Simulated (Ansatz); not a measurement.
# CF+ (quintet): one geometry, many settings

What do other methods and options give for CF+ (quintet) at this geometry, and how long do they take?

Program: Ansatz 0.2.0, Gaussian basis. Level of theory: the settings change from run to run. These are calculated values, not measurements.

10 further runs of the same task are left out: 3 that didn't finish, 7 set aside as unsound or not needed. Runs told in other sessions of the task aren't counted.

## (1) The geometry

The geometry is a PBE0/def2-TZVP stationary point (not a proven minimum) of the parent state, kept for this charge and spin.

2 atoms, charge 1, spin multiplicity 5.

Atoms are counted from 1 here; the program's logs count them from 0.

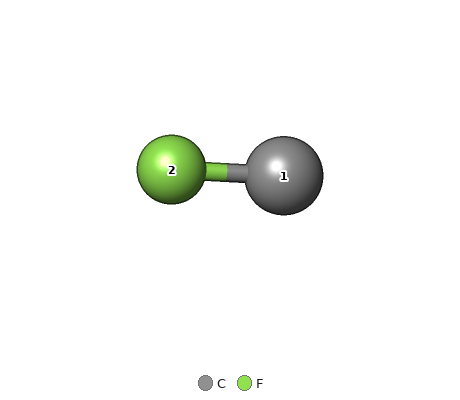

The structure; carbon grey, fluorine green; atoms are numbered from 1 in the order of the file.

Geometry (Å):

```xyz
2

C     0.00000    0.00000    0.00000
F     0.00000    0.00000    1.20670
```

## (2) CCSD/cc-pVDZ

in.yaml reads:

```yaml
crystal:
  periodic: [false, false, false]
  atoms:
    - {symbol: C, position_ang: [0.000000, 0.000000, 0.000000]}
    - {symbol: F, position_ang: [0.000000, 0.000000, 1.206700]}
basis:
  gaussian: {orbitals: cc-pVDZ}
total_charge: 1
magnetization: {spin_polarized: false, initial_magnetization: 4}
hamiltonian: {xc: {name: B3LYP}}
correlation: {method: ccsd, electrons: outside_noble_gas}
```

Command:

```sh
> ansatz run in.yaml --threads 1 --pin off --events-out ev --progress --plain --max-ram 2393MiB
```

The log of the run, cut to the lines that bear on the results:

```text
Functional definition: B3LYP
  name "B3LYP"
  cite "Stephens, Devlin, Chabalowski & Frisch, J. Phys. Chem. 98, 11623 (1994) doi:10.1021/j100096a001"
  cite "Becke, Phys. Rev. A 38, 3098 (1988) doi:10.1103/PhysRevA.38.3098"
  cite "Lee, Yang & Parr, Phys. Rev. B 37, 785 (1988) doi:10.1103/PhysRevB.37.785"
  cite "Vosko, Wilk & Nusair, Can. J. Phys. 58, 1200 (1980) doi:10.1139/p80-159"
[...]
262 factors; integrals over basis functions are off by at most 8.8e-4 eV
[...]
mean field -3727.06877301 eV, -136.9672511103 hartree, gradient 2.1e-6 eV, S^2 6.000000; 0 other end points of the search recorded, 0 dependent functions left out
2 core orbitals not correlated: weight in the atoms' cores, before any rotation towards them, 1.000 or more for the frozen orbitals, at most 0.000 for the correlated occupied ones
reference -3713.97432810 eV, -136.4860391355 hartree; 7, 3 occupied and 19, 23 virtual orbitals, 262 factors
second order -4.71294907 eV of doubles, -0.22435660 eV of singles
cycle   1  -5.21779726 eV  change   -2.8e-1 eV  update   3.4e-2
[...]
cycle   9  -5.33300897 eV  change    4.3e-7 eV  update   3.7e-6
Total energy: -3719.30733707 eV, -136.6820236003 hartree
```

It took 0.54 s on 1 thread of Arm Neoverse V2, shared host.

From the report: correlation -5.3330 eV; T1 0.012; largest double amplitude 0.03. The orbitals are Kohn-Sham ones, so correlation energy and T1 don't compare with those on Hartree-Fock orbitals.

## (3) CASSCF(6,7)/def2-SVPD

in.yaml reads:

```yaml
crystal:
  periodic: [false, false, false]
  atoms:
    - {symbol: C, position_ang: [0.000000, 0.000000, 0.000000]}
    - {symbol: F, position_ang: [0.000000, 0.000000, 1.206700]}
basis:
  gaussian: {orbitals: def2-SVPD}
total_charge: 1
magnetization: {spin_polarized: false, initial_magnetization: 4}
correlation: {active_space: {window: {electrons: 6, orbitals: 7}}}
output: {forces: true}
```

Launched as before.

The log of the run, cut to the lines that bear on the results:

```text
Functional definition: HF
  name "HF"
  cite "Fock, Z. Phys. 61, 126 (1930) doi:10.1007/BF01340294"
  parent pbe
[...]
425 factors; integrals over basis functions are off by at most 1.1e-3 eV
[...]
mean field -3711.10534973 eV, -136.3806061250 hartree, gradient 1.1e-6 eV, S^2 6.000000; 2 other end points of the search recorded, 0 dependent functions left out
reference -3711.10534973 eV, -136.3806061250 hartree; 9, 5 occupied and 34, 38 virtual orbitals, 425 factors
state -3711.80722829 eV, -136.4063996865 hartree
[...]
Total energy: -3711.80722829 eV, -136.4063996865 hartree
Atom 0 at     0.000000     0.000000     0.000000 Å, force     0.000000     0.000000   -18.143580 eV/Å
Atom 1 at     0.000000     0.000000     1.206700 Å, force    -0.000000    -0.000000    18.143580 eV/Å
Dipole moment:     0.000000     0.000000    -0.023346 e Å
```

Run time: 1.8 s. Hardware: 1 thread of Arm Neoverse V2, shared host.

From the report: 147 determinants; active occupations 1.99, 1.00, 1.00, 1.00, 1.00, 0.01, 0.00.

## (4) CCSD on ROHF/6-31++G**

in.yaml reads:

```yaml
crystal:
  periodic: [false, false, false]
  atoms:
    - {symbol: C, position_ang: [0.000000, 0.000000, 0.000000]}
    - {symbol: F, position_ang: [0.000000, 0.000000, 1.206700]}
basis:
  gaussian: {orbitals: "6-31++G**"}
total_charge: 1
magnetization: {spin_polarized: false, initial_magnetization: 4}
correlation: {method: ccsd, electrons: all}
```

Launched as before.

The log of the run, cut to the lines that bear on the results:

```text
Functional definition: HF
  name "HF"
  cite "Fock, Z. Phys. 61, 126 (1930) doi:10.1007/BF01340294"
  parent pbe
[...]
322 factors; integrals over basis functions are off by at most 8.8e-4 eV
[...]
mean field -3714.06674465 eV, -136.4894353809 hartree, gradient 2.3e-6 eV, S^2 6.000000; 2 other end points of the search recorded, 0 dependent functions left out
reference -3714.06674465 eV, -136.4894353809 hartree; 9, 5 occupied and 29, 33 virtual orbitals, 322 factors
second order -4.30469364 eV of doubles, -0.09581561 eV of singles
cycle   1  -4.72082731 eV  change   -3.2e-1 eV  update   4.1e-2
[...]
cycle   9  -4.87131739 eV  change    6.9e-7 eV  update   7.4e-6
Total energy: -3718.93806203 eV, -136.6684529930 hartree
```

It took 0.45 s on 1 thread of Arm Neoverse V2, shared host.

From the report: correlation -4.8713 eV; T1 0.012; largest double amplitude 0.03.

## (5) CCSD on UHF/cc-pVDZ

in.yaml reads:

```yaml
crystal:
  periodic: [false, false, false]
  atoms:
    - {symbol: C, position_ang: [0.000000, 0.000000, 0.000000]}
    - {symbol: F, position_ang: [0.000000, 0.000000, 1.206700]}
basis:
  gaussian: {orbitals: cc-pVDZ}
total_charge: 1
magnetization: {spin_polarized: true, initial_magnetization: 4}
correlation: {method: ccsd, electrons: all}
```

Launched as before.

The log of the run, cut to the lines that bear on the results:

```text
Functional definition: HF
  name "HF"
  cite "Fock, Z. Phys. 61, 126 (1930) doi:10.1007/BF01340294"
  parent pbe
[...]
262 factors; integrals over basis functions are off by at most 8.8e-4 eV
[...]
mean field -3714.29493941 eV, -136.4978213838 hartree, gradient 1.5e-6 eV, S^2 6.004601; 2 other end points of the search recorded, 0 dependent functions left out
reference -3714.29493941 eV, -136.4978213838 hartree; 9, 5 occupied and 19, 23 virtual orbitals, 262 factors
second order -4.64748050 eV of doubles, -0.00000000 eV of singles
cycle   1  -4.99699431 eV  change   -3.5e-1 eV  update   3.6e-2
[...]
cycle   9  -5.13574684 eV  change   -1.8e-6 eV  update   5.2e-6
Total energy: -3719.43068625 eV, -136.6865565990 hartree
```

Run time: 0.3 s. Hardware: 1 thread of Arm Neoverse V2, shared host.

From the report: ⟨S²⟩ of the determinant 6.005 (pure quintet: 6.00); correlation -5.1357 eV; T1 0.008; largest double amplitude 0.03.

## (6) CCSDT(Q)/B on ROHF/def2-SVP

in.yaml reads:

```yaml
crystal:
  periodic: [false, false, false]
  atoms:
    - {symbol: C, position_ang: [0.000000, 0.000000, 0.000000]}
    - {symbol: F, position_ang: [0.000000, 0.000000, 1.206700]}
basis:
  gaussian: {orbitals: def2-SVP}
total_charge: 1
magnetization: {spin_polarized: false, initial_magnetization: 4}
correlation: {method: ccsdt_q_b, electrons: all, diis_vectors: 12}
output: {forces: true}
```

Same command.

The log of the run, cut to the lines that bear on the results:

```text
Functional definition: HF
  name "HF"
  cite "Fock, Z. Phys. 61, 126 (1930) doi:10.1007/BF01340294"
  parent pbe
[...]
476 factors; integrals over basis functions are off by at most 1.1e-7 eV
[...]
mean field -3710.94236213 eV, -136.3746164411 hartree, gradient 2.3e-6 eV, S^2 6.000000; 2 other end points of the search recorded, 0 dependent functions left out
reference -3710.94236213 eV, -136.3746164411 hartree; 9, 5 occupied and 19, 23 virtual orbitals, 476 factors
second order -4.62104784 eV of doubles, -0.10921620 eV of singles
cycle   1  -5.07957755 eV  change   -3.5e-1 eV  update   4.0e-2
[...]
cycle  13  -5.28428471 eV  change    4.7e-7 eV  update   6.1e-7
perturbative correction -0.00169449 eV, -0.0000622714 hartree
[...]
Total energy: -3716.22834133 eV, -136.5688725939 hartree
Atom 0 at     0.000000     0.000000     0.000000 Å, force    -0.000000    -0.000000   -18.059418 eV/Å
Atom 1 at     0.000000     0.000000     1.206700 Å, force     0.000000    -0.000000    18.059418 eV/Å
Dipole moment:     0.000000     0.000000    -0.003966 e Å
```

Run time: 98 s. Hardware: 1 thread of Arm Neoverse V2, shared host; peak memory 1.5 GiB.

From the report: correlation -5.2860 eV; T1 0.011; largest double amplitude 0.04.

## (7) The runs in one table

```
                           level         correlated  functions  energy (eV)    time
CCSD/cc-pVDZ (on B3LYP orbitals)  outside noble gas         28   -3719.3073  0.54 s
           CASSCF(6,7)/def2-SVPD                            43   -3711.8072   1.8 s
          CCSD on ROHF/6-31++G**                all         38   -3718.9381  0.45 s
             CCSD on UHF/cc-pVDZ                all         28   -3719.4307   0.3 s
     CCSDT(Q)/B on ROHF/def2-SVP                all         28   -3716.2283    98 s
```

## (8) Outcome

| quantity | value |
| --- | --- |
| runs | 5 |
| quickest | CCSD on UHF/cc-pVDZ, 0.3 s |
| slowest | CCSDT(Q)/B on ROHF/def2-SVP, 98 s |

In words: Total energies in different bases, with other cores or another treatment of relativity can't be set against each other. CCSDT(Q)/B on ROHF/def2-SVP took 325 times as long as CCSD on UHF/cc-pVDZ; the jobs differ in more than the method.
